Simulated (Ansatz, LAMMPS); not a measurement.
# An extra electron or hole in glassy 76SiO2-18Al2O3-5BaO (mol %) (252 atoms), part 2 of 3

Aim: add and remove one electron in glassy 76SiO2-18Al2O3-5BaO (mol %) (252 atoms), with atoms held and relaxed, and read trapping energy and localisation.

Ansatz 0.2.0; Kohn-Sham DFT, PBE, PAW (set soft_1), plane waves.

The cell: 58 Si, 28 Al, 4 Ba and 162 O. The quench rate of 50 K/ps far exceeds what a furnace or splat quench reaches. The network of bonds at the start is that of the classical potential that made the cell. Sampling is at Γ alone, for a cell whose shortest periodic width is 15 Å. Spin–orbit coupling is left out.

So far. Step 2 (Single point at the start): The r.m.s. force at the start is 0.73 eV/Å. Step 3 (Relaxation): The relaxation converged after 23 steps, 11.0 eV below its start, with a largest force component of 0.044 eV/Å.

## Step 4: Single point at the relaxed geometry

One more single point at the end of the walk gives the fuller output and checks the residual forces.

input.yaml reads:

```yaml
crystal:
  lattice:
    - [14.91724, 0.0, 0.0]
    - [0.0, 14.91724, 0.0]
    - [0.0, 0.0, 14.91724]
  atoms:
    - { symbol: Si, position: [0.4086, 0.89109, 0.69032] }
    - { symbol: Si, position: [0.44508, 0.59912, 0.30687] }
    - { symbol: Si, position: [0.20334, 0.11337, 0.13837] }
    - { symbol: Si, position: [0.47557, 0.78936, 0.36904] }
    - { symbol: Si, position: [0.86377, 0.0006, 0.87419] }
    - { symbol: Si, position: [0.18407, 0.4711, 0.45952] }
    [... 240 atom lines left out ...]
    - { symbol: O, position: [0.73174, 0.77807, 0.08131] }
    - { symbol: O, position: [0.92233, 0.14892, 0.49963] }
    - { symbol: O, position: [0.22828, 0.41867, 0.37496] }
    - { symbol: O, position: [0.84939, 0.71117, 0.69657] }
    - { symbol: O, position: [0.35919, 0.40873, 0.94598] }
    - { symbol: O, position: [0.92094, 0.90626, 0.87725] }
kpoints:
  mp_grid: { grid: [1, 1, 1] }
hamiltonian:
  xc: pbe
  pseudopotentials: { kind: paw, azcp: { folder: soft_1 } }
scf:
  occupations: { method: gaussian, width: 0.05 }
output:
  forces: true
  stress: true
  populations: true
  dos:
    method: { smearing: { sigma: 0.15 } }
    de: 0.1
    projected: { site_lists: { Al: [Al], Ba: [Ba], O: [O], Si: [Si] } }
  eigenvalues: true
  write_density: true
  write_potential: true
  volumetric_format: npy
  elf: true
```

The run is started by

```
$ ansatz run input.yaml --threads 16 --pin off --max-ram 31232MiB --backend cpu --events-out ev --progress --plain --runs-dir out
```

Numbers of over 12 decimals in the logs are rounded to 6 here.

Log:

```text
[...]
Crystal: 252 atoms, lattice volume = 3319.445 Å³
Basis set: ecut = 420 eV, 64973 PW (Γ), exchange–correlation on 200×200×200 points (8 copies of the dense FFT grid, shifted against one another)
Bands: 916, of which v1, the nominal top of the filled ones, is band 664 counted from 1 (663 counted from 0)
Symmetry: 1 space group operations
[...]
k-points: 1
[...]
SCF iter   1: F=—  HF=-168080.203362 eV  |F-HF|=—  |Δ(HF+E_count)|=         —  Δρ=1.20e-1  dr2=4.84e2  ethr=3.10e-3  ⟨swp⟩=8.0  Hψ=4877  notcnv=0  defer=231
[...]
SCF iter  13: F=-167943.172333 eV  HF=-167943.172333 eV  |F-HF|=7.01e-8  |Δ(HF+E_count)|=   7.96e-8  Δρ=1.95e-6  dr2=9.51e-8  ethr=7.53e-12  ⟨swp⟩=28.0  Hψ=9347  notcnv=0
SCF 1 converged in 13 iterations: F = -167943.172333 eV  dr2 = 9.51e-8
[...]
WARN: The input density's exchange-correlation potential varies sharply where the density is thin. Do not read a vacuum level from v_tot or v_xc, or from such a field of the output density. On a cell that repeats whose density bears no net charge and no dipole along the vacuum's axis use v_es (v_loc + v_h of the components); [...]
SCF converged after 13 iterations
Free energy (F): -167943.172333 eV
[...]
Internal energy: -167943.172333 eV  (E = F + TS)
E sigma→0 (E₀):  -167943.172333 eV
Fermi energy:    5.694568 eV
[...]
--- Forces (eV/Å), atoms counted from 1 ---
  atom   1  Si    -0.00604783    -0.00744779     0.00336199
  atom   2  Si    -0.01035328     0.00154885     0.00629476
  atom   3  Si    -0.00426876     0.00745578     0.00322032
  atom   4  Si    -0.00131631     0.00148337     0.00580006
  atom   5  Si    -0.02670175     0.00823484     0.02044854
  atom   6  Si    -0.00850362    -0.00627525    -0.00040002
  atom   7  Si     0.00110254    -0.01297865    -0.00192472
  atom   8  Si     0.00269956     0.01131404    -0.01696535
  atom   9  Si     0.00786385    -0.00018598    -0.00260095
  atom  10  Si     0.02213405     0.00252401     0.01332267
  atom  11  Si     0.00004639     0.00514173    -0.01029950
  atom  12  Si     0.01397420     0.00458830     0.00364720
  atom  13  Si    -0.01247318     0.00752136     0.00569138
  atom  14  Si     0.00293029     0.00705162    -0.00001383
[...]
atom 251  O     -0.00462356    -0.00038486    -0.00296414
  atom 252  O      0.00061948     0.00187910    -0.01147289
  max |Σ_I F_I| component: 2.68e-5 eV/Å
--- Stress (GPa, compression-positive) ---
        2.280618       0.332868       0.672116
        0.332875       0.725174       0.698744
        0.672116       0.698741       1.498839
  P = ⅓ Tr σ = 1.5015 GPa (15.015 kbar)
--- Band table (eV) ---
[...]
--- Löwdin populations: 252 sites ---
  site symbol       q [e]
     0     Si      2.3041
     1     Si      2.3315
     2     Si      2.3185
[...]
251      O      6.7539
  spilling = 0.012190 (of n_electrons = 1328.000000)
```

Run time: 84 s. Hardware: 16 threads of Arm Neoverse V1, shared host; peak memory 7 GiB; 21 min of CPU time.

The program notes that the exchange-correlation potential is rough where the density is thin.

Numbers from this run:

| Item | Value |
| --- | --- |
| free energy | -167943.1723 eV |
| free energy per atom | -666.4412 eV/atom |
| SCF cycles | 13 |
| pressure | 1.502 GPa |
| r.m.s. force component | 0.00708 eV/Å |
| longest force | 0.04784 eV/Å |
| Fermi energy | 5.695 eV |
| gap (highest filled to lowest empty level) | 3.818 eV |
| spilling of the projection | 0.01219 |

Löwdin charges by element and coordination (they lack the spilled electrons, 0.064 e an atom on average):

```
element  coordination  atoms  mean charge (e)  spread   least    most
     Al           all     28             1.37  0.0285    1.26    1.42
     Al             4     25             1.38   0.029    1.26    1.42
     Al             5      3             1.35   0.008    1.34    1.36
     Ba           all      4             1.90  0.0248    1.87    1.92
     Ba             5      1             1.92       0    1.92    1.92
     Ba             7      2             1.87  0.0055    1.87    1.88
     Ba             8      1             1.92       0    1.92    1.92
      O           all    162           -0.787  0.0446  -0.997  -0.715
      O             2    113           -0.779  0.0362  -0.900  -0.729
      O             3     48           -0.806  0.0554  -0.997  -0.715
      O             4      1           -0.751       0  -0.751  -0.751
     Si           all     58             1.68  0.0227    1.62    1.72
```

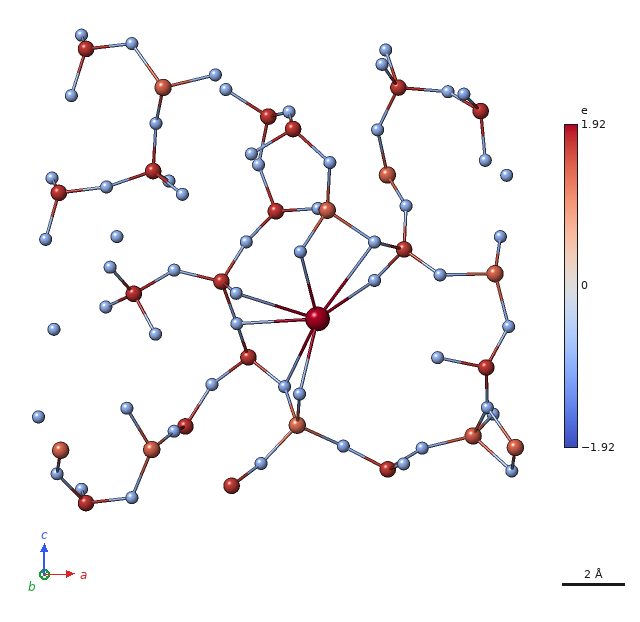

Atoms coloured by Löwdin charge. Drawn is a slice 4 Å thick, seen along the normal of the ac plane. Bonds to atoms that aren't drawn are left out.

Density of states as counts of states in windows of 1 eV (from the Fermi level), total and the larger projections:

```
from (eV)  to (eV)  total    O p  Si p
      -14      -13   13.1    0.4   0.1
      -13      -12   10.7    1.6   0.1
      -12      -11   19.7   12.5   0.9
      -11      -10   34.7   22.8   2.1
      -10       -9   46.4   32.4   4.3
       -9       -8   73.8   55.4   9.6
       -8       -7  101.2   78.5  12.6
       -7       -6  105.1   85.6   8.7
       -6       -5  147.3  129.0   6.8
       -5       -4  179.0  165.0   4.7
       -4       -3  178.4  169.1   2.8
       -3       -2   80.4   77.0   0.8
       -2       -1    4.2    4.0   0.0
       -1        1    0.0    0.0   0.0
        1        2    1.4    0.0   0.0
        2        3    8.4    0.5   0.6
        3        4   37.4    2.7   3.8
        4        5   48.3    4.5   8.0
```

Between -26 and -14 eV lie 326 more states.

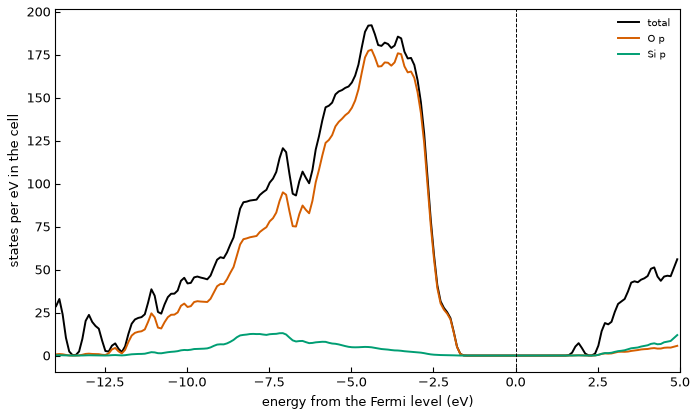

Total and projected density of states, with the broadening of the input.

The levels nearest the highest filled one (over half full), pooled over k-points and spins:

```
level less the highest filled one (eV)  occupation
                                -0.377           2
                                -0.299           2
                                -0.255           2
                                -0.142           2
                               -0.0826           2
                                     0           2
                                  3.82           0
                                  4.56           0
                                  4.61           0
                                  4.72           0
                                  4.87           0
                                  4.94           0
```

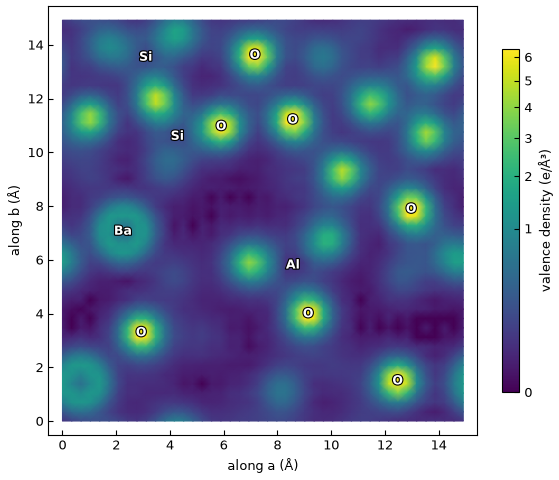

Valence density in the ab plane at fractional z = 0.070, with atoms of Si and Al and Ba and O within 0.2 Å of it. It is the smooth field of the valence electrons, not physical close to the nuclei. The map starts off the cell's origin, so that atoms lie inside it. The colour scale is stretched toward low values.

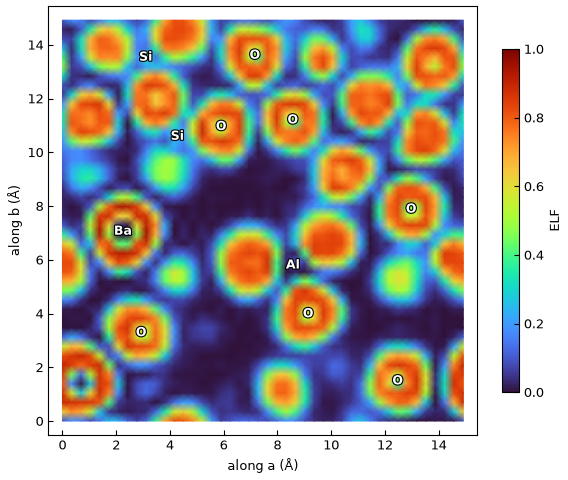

ELF in the ab plane at fractional z = 0.070, with atoms of Si and Al and Ba and O within 0.2 Å of it. It is the smooth field of the valence electrons, not physical close to the nuclei. The map starts off the cell's origin, so that atoms lie inside it.

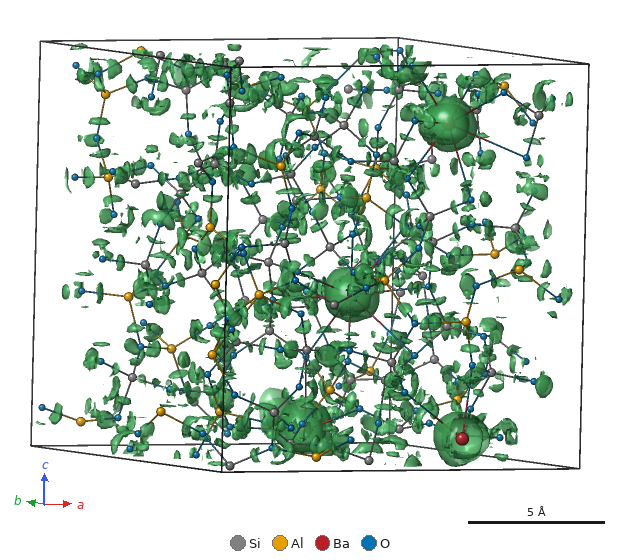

Surface of ELF = 0.85. Bonds to atoms that aren't drawn are left out.

The highest filled and lowest empty levels differ by 3.82 eV (at Γ alone); a semilocal functional tends to put such gaps too low. In a disordered cell it changes from sample to sample, and tail or defect levels can set it. Mean Löwdin charges: Al +1.37, Ba +1.90, O -0.79, Si +1.68 e (they miss 1.2 % of the electrons, so they add up to more than the cell's charge).

## Step 5: An extra electron, atoms held

The electron count changes by one with the atoms held: a vertical process, on a uniform background, with spin and a narrow Fermi–Dirac smearing. Its energy against the neutral cell hangs on the program's zero of potential.

input.yaml reads:

```yaml
crystal:
  lattice:
    - [14.91724, 0.0, 0.0]
    - [0.0, 14.91724, 0.0]
    - [0.0, 0.0, 14.91724]
  atoms:
    [... the 252 atom lines of step 4 ...]
total_charge: -1
kpoints:
  mp_grid: { grid: [1, 1, 1] }
hamiltonian:
  xc: pbe
  pseudopotentials: { kind: paw, azcp: { folder: soft_1 } }
scf:
  occupations: { method: fermi_dirac, width: 0.01 }
  lower_state_search: "off"
output:
  forces: true
  stress: true
  populations: intrinsic
  dos:
    method: { smearing: { sigma: 0.15 } }
    de: 0.1
    projected: { site_lists: { Al: [Al], Ba: [Ba], O: [O], Si: [Si] } }
  eigenvalues: true
  write_density: true
  write_potential: true
  volumetric_format: npy
magnetization:
  spin_polarized: true
  initial_magnetization: 1
```

Log:

```text
[...]
Crystal: 252 atoms, lattice volume = 3319.445 Å³
Basis set: ecut = 420 eV, 64973 PW (Γ), exchange–correlation on 200×200×200 points (8 copies of the dense FFT grid, shifted against one another)
Bands: 917, of which v1, the nominal top of the filled ones, is band 665 counted from 1 (664 counted from 0)
Symmetry: 1 space group operations
[...]
k-points: 1
[...]
Starting moments: Σ|m| = 1 μB on 252 of 252 sites
[...]
SCF iter   1: F=—  HF=-168072.026131 eV  |F-HF|=—  |Δ(HF+E_count)|=         —  Δρ=5.93e-2 (↑5.91e-2 ↓5.93e-2)  dr2=4.85e2  dr2_m=8.30e-2  M=1.000 μB ∫|m|=1.050 μB  β_m=1.00  ethr=3.10e-3  ⟨swp⟩=9.0  Hψ=9752  notcnv=0  defer=464
[...]
spin=Collinear: Resta preconditioning applied to the charge; magnetization (m = ρ↑ − ρ↓) channel mixes plain (no charge-response kernel on spin).
SCF iter   2: F=—  HF=-167966.177114 eV  |F-HF|=—  |Δ(HF+E_count)|=         —  Δρ=2.76e-2 (↑2.76e-2 ↓2.76e-2)  dr2=1.27e2  dr2_m=7.08e-3  M=1.000 μB ∫|m|=1.063 μB  β_m=0.30  ethr=3.10e-3  ⟨swp⟩=3.0  Hψ=3441  notcnv=0  defer=494
[...]
SCF iter  10: F=—  HF=-167935.582754 eV  |F-HF|=—  |Δ(HF+E_count)|=   3.62e-3  Δρ=1.42e-4 (↑1.42e-4 ↓1.37e-4)  dr2=3.98e-4  dr2_m=4.89e-4  M=0.048 μB ∫|m|=0.069 μB  β_m=0.30  ethr=2.02e-7  ⟨swp⟩=3.0  Hψ=2690  notcnv=0  defer=490
[...]
spin-set hold released at iteration 10 (site moments contracting): the magnetisation degrees of freedom join the quasi-Newton model from the next iteration; the mixer history was flushed
SCF iter  11: F=—  HF=-167935.583722 eV  |F-HF|=—  |Δ(HF+E_count)|=   9.67e-4  Δρ=1.02e-4 (↑1.02e-4 ↓9.99e-5)  dr2=2.05e-4  dr2_m=2.66e-4  M=0.040 μB ∫|m|=0.057 μB  β_m=0.65  ethr=3.00e-8  ⟨swp⟩=2.0  Hψ=2670  notcnv=0  defer=490
[...]
SCF iter  17: F=-167935.577296 eV  HF=-167935.577296 eV  |F-HF|=1.53e-8  |Δ(HF+E_count)|=   6.34e-8  Δρ=5.44e-7 (↑4.78e-7 ↓5.44e-7)  dr2=2.57e-8  dr2_m=3.10e-10  M=0.000 μB ∫|m|=0.000 μB  ethr=4.18e-12  ⟨swp⟩=7.0  Hψ=11690  notcnv=0
WARN: the starting moments were not kept: the SCF closed with an absolute magnetisation of 1.6e-4 μB, where they sum to 1 μB in size (252 sites). That is at most 0.1 of that sum. Measured as dr2_m measures the in/out step, that magnetisation stands 6.5e-11 eV from none, [...]
SCF 1 converged in 17 iterations: F = -167935.577296 eV  dr2 = 2.57e-8
[...]
SCF converged after 17 iterations
Magnetization: 0.0001 μB (664.5001 up, 664.4999 down)
Absolute magnetization: 0.0002 μB (∫|ρ↑−ρ↓|, with the PAW one-centre terms)
[...]
Per-site moments (μB) at R_I (Å): [(3.5688459985161256e-8, 0.660102), (1.1903016020557677e-7, 0.665621), (1.7219811375792395e-7, 0.660202), (9.047277685604752e-8, 0.651760), (7.353439731887168e-9, 0.659710), [...]
Free energy (F): -167935.577296 eV
[...]
Internal energy: -167935.563433 eV  (E = F + TS)
E sigma→0 (E₀):  -167935.570364 eV
Entropy (-TS):   -0.013863 eV (-0.055 meV/atom)
Fermi energy:    7.612391 eV
[...]
--- Forces (eV/Å), atoms counted from 1 ---
  atom   1  Si    -0.02051143     0.00523650     0.03952780
  atom   2  Si     0.03468230     0.00600060    -0.07601626
  atom   3  Si    -0.04977436    -0.03626861    -0.01601424
  atom   4  Si     0.00687006    -0.00093645    -0.08440002
  atom   5  Si     0.01946929     0.03254028     0.08574924
  atom   6  Si    -0.01561811    -0.05264147    -0.03250152
  atom   7  Si    -0.06045622    -0.00590259     0.06774451
  atom   8  Si     0.02425603    -0.02374698    -0.09133509
  atom   9  Si     0.09798534     0.05789754     0.07544112
  atom  10  Si    -0.02792102     0.02515459     0.00066393
  atom  11  Si     0.03175837    -0.00546244    -0.02694702
  atom  12  Si     0.03755799    -0.01068128     0.04864005
  atom  13  Si    -0.01277539    -0.00315516    -0.02398584
  atom  14  Si    -0.02067842     0.02630878    -0.04991086
[...]
atom 251  O     -0.01182470     0.01423211    -0.04517680
  atom 252  O     -0.03881794    -0.00354262    -0.04311148
  max |Σ_I F_I| component: 5.59e-5 eV/Å
--- Stress (GPa, compression-positive) ---
        2.427822       0.322542       0.657480
        0.322549       0.893101       0.678933
        0.657480       0.678930       1.670461
  P = ⅓ Tr σ = 1.6638 GPa (16.638 kbar)
--- Band table (eV) ---
[...]
--- intrinsic populations: 252 sites ---
  site symbol       q [e]    m [muB]
     0     Si      2.3319     0.0000
     1     Si      2.3599     0.0000
     2     Si      2.3458     0.0000
[...]
251      O      6.8465     0.0000
  spilling = -0.000000 (of n_electrons = 1329.000000)
```

Elapsed: 3.3 min, on 16 threads; peak memory 13 GiB; 52 min of CPU time.

The program notes that starting moments were not kept.

An extra electron, atoms held: the energy stands 7.60 eV above that of the reference. An odd electron should give 1 μB; this run ended with the carrier shared between both spins.

The levels nearest the highest filled one (over half full), pooled over k-points and spins:

```
level less the highest filled one (eV)  occupation
                                 -3.90           1
                                 -3.90           1
                                     0         0.5
                                     0         0.5
                                 0.755           0
                                 0.755           0
                                 0.805           0
                                 0.805           0
```

## Step 6: An extra electron, atoms relaxed

The atoms now respond to the charge; the energy gained comes from screening by the atoms, from trapping if the charge localises, and from any strain left in the reference.

input.yaml, the sections that differ from step 5:

```yaml
output:
  forces: true
relax:
  f_tol: 0.05
  max_steps: 90
# crystal, total_charge, kpoints, hamiltonian, scf, magnetization: as in step 5
```

Log:

```text
[...]
Crystal: 252 atoms, lattice volume = 3319.445 Å³
Basis set: ecut = 420 eV, 64973 PW (Γ), exchange–correlation on 200×200×200 points (8 copies of the dense FFT grid, shifted against one another)
Bands: 917, of which v1, the nominal top of the filled ones, is band 665 counted from 1 (664 counted from 0)
Symmetry: 1 space group operations
[...]
k-points: 1
[...]
Starting moments: Σ|m| = 1 μB on 252 of 252 sites
[...]
SCF iter   1: F=—  HF=-168072.026132 eV  |F-HF|=—  |Δ(HF+E_count)|=         —  Δρ=5.93e-2 (↑5.91e-2 ↓5.93e-2)  dr2=4.85e2  dr2_m=8.30e-2  M=1.000 μB ∫|m|=1.050 μB  β_m=1.00  ethr=3.10e-3  ⟨swp⟩=9.0  Hψ=9752  notcnv=0  defer=464
[...]
SCF iter  14: F=-167935.577294 eV  HF=-167935.577295 eV  |F-HF|=8.79e-7  |Δ(HF+E_count)|=   1.04e-5  Δρ=4.52e-6 (↑4.39e-6 ↓4.52e-6)  dr2=2.10e-6  dr2_m=3.90e-8  M=0.002 μB ∫|m|=0.003 μB  ethr=3.90e-10  ⟨swp⟩=1.0  Hψ=4530  notcnv=0
[...]
SCF 1 converged in 14 iterations: F = -167935.577294 eV  dr2 = 2.10e-6
[...]
relax step   1: F+E_penalty+E_count = -167935.57729438 eV  Δ(F+E_penalty+E_count) = +0.000e0 eV  max|allowed force component| = 1.010e-1 eV/Å  Δτ_max = 0.0000 Å  (14 SCF iters, dr2 threshold 6.25e-5 eV, accepted)
[...]
relax step   2: F+E_penalty+E_count = -167935.57049897 eV  Δ(F+E_penalty+E_count) = +6.795e-3 eV  max|allowed force component| = 2.563e-1 eV/Å  Δτ_max = 0.0745 Å  (17 SCF iters, rejected (line search))
[...]
relax step   3: F+E_penalty+E_count = -167935.58546129 eV  Δ(F+E_penalty+E_count) = -8.167e-3 eV  max|allowed force component| = 6.316e-2 eV/Å  Δτ_max = 0.0230 Å  (17 SCF iters, accepted)
[...]
relax step   4: F+E_penalty+E_count = -167935.58808210 eV  Δ(F+E_penalty+E_count) = -2.621e-3 eV  max|allowed force component| = 6.507e-2 eV/Å  Δτ_max = 0.0121 Å  (15 SCF iters, accepted)
[...]
relax step   5: F+E_penalty+E_count = -167935.58986241 eV  Δ(F+E_penalty+E_count) = -1.780e-3 eV  max|allowed force component| = 2.200e-2 eV/Å  Δτ_max = 0.0136 Å  (14 SCF iters, accepted)
SCF converged after 14 iterations
Magnetization: 0.0000 μB (664.5000 up, 664.5000 down)
Absolute magnetization: 0.0000 μB (∫|ρ↑−ρ↓|, with the PAW one-centre terms)
[...]
Per-site moments (μB) at R_I (Å): [(2.333742347853571e-11, 0.660156), (1.3849966591179082e-10, 0.665756), (1.9443237939026066e-10, 0.660374), (-5.854303969952178e-11, 0.651599), (-3.899007759531022e-10, [...]
Free energy (F): -167935.589862 eV
[...]
Internal energy: -167935.575999 eV  (E = F + TS)
E sigma→0 (E₀):  -167935.582931 eV
Entropy (-TS):   -0.013863 eV (-0.055 meV/atom)
Fermi energy:    7.590441 eV
[...]
--- Forces (eV/Å), atoms counted from 1 ---
  atom   1  Si     0.00069366    -0.00229582    -0.00366477
  atom   2  Si     0.00932886    -0.01097686    -0.00118958
  atom   3  Si    -0.00194779     0.00790836     0.00562188
  atom   4  Si     0.00234750    -0.00616212     0.00603243
  atom   5  Si     0.00345209    -0.00113671    -0.00906742
  atom   6  Si    -0.00227925     0.00682210     0.00037037
  atom   7  Si     0.00360853     0.00126459    -0.01250015
  atom   8  Si     0.00732845    -0.00695394     0.01288372
  atom   9  Si     0.00716573    -0.00328220    -0.00388207
  atom  10  Si     0.01171411    -0.00082850     0.00800110
  atom  11  Si    -0.01145918     0.00280437     0.00429847
  atom  12  Si     0.00273833     0.01203231     0.00159322
  atom  13  Si     0.00545426    -0.00609339    -0.00315879
  atom  14  Si     0.01333508    -0.00078908     0.01045776
[...]
atom 251  O     -0.00018738    -0.00183827    -0.00022543
  atom 252  O     -0.00917325    -0.00578066    -0.00874862
  max |Σ_I F_I| component: 1.80e-4 eV/Å
--- Relaxed structure (5 steps of the walk, 4 accepted, 0 SCFs on fresh bases) ---
  F+E_penalty+E_count = -167935.58986241 eV   max|allowed force component| = 2.200e-2 eV/Å
  atoms:
    - { symbol: Si, position: [0.408726, 0.891086, 0.690386] }
    - { symbol: Si, position: [0.445045, 0.599084, 0.306939] }
    - { symbol: Si, position: [0.203228, 0.113387, 0.138414] }
    - { symbol: Si, position: [0.475539, 0.789386, 0.368958] }
[...]
- { symbol: O, position: [0.920726, 0.906281, 0.877139] }
```

The job ended after 8.3 min (16 threads; peak memory 12 GiB; 2.1 h of CPU time).

The relaxation converged after 5 steps, 0.0126 eV below its start, with a largest force component of 0.022 eV/Å.

An extra electron, atoms relaxed: the energy stands 7.58 eV above that of the reference. An odd electron should give 1 μB; this run ended with the carrier shared between both spins.

(Part 2 of 3 ends here.)

[Logs are printed without paths, hosts, clocks, repeated set-up lines and the standing remarks that a program may print on its own settings, such as how far it seeks lower states.]

[Hosts, paths, dates, database ids (printed as entryN), source tags and the programs' standing remarks are cut or masked in the printed files.]
